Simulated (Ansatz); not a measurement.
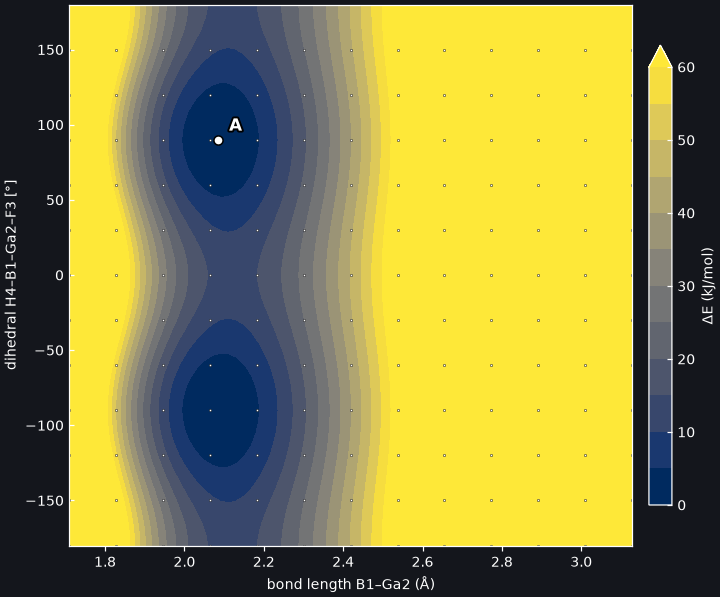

BFGaH₃, SMILES [BH2][GaH][F]. First axis: bond length B1–Ga2. Second axis: dihedral H4–B1–Ga2–F3. Nothing is relaxed (all other coordinates rigid). The grid has 13 × 12 points; 143 points were computed and 13 follow by symmetry. Points are written as (first, second). Energies: kJ/mol, counted from the relaxed molecule at the same level. The reference is spin-restricted, which grows unreliable where a bond is stretched far. Computed with Ansatz, RKS B3LYP-D4/def2-TZVP.

In the figure: filled contours, dots at the grid points, one colour for all values above the top of the scale, the well A. Between grid points the surface is interpolated.

### Where is the minimum, and how stiff is the well along each coordinate? Take the well at A.

The interpolated minimum is at bond length B1–Ga2 ≈ 2.086 Å, dihedral H4–B1–Ga2–F3 ≈ 90°. The curvatures there are about 11 eV/Å² and 0.28 eV/rad², with a cross term of about 0 eV/(Å·rad). Round the minimum the two coordinates are nearly uncoupled. (1 eV is 96.5 kJ/mol.)
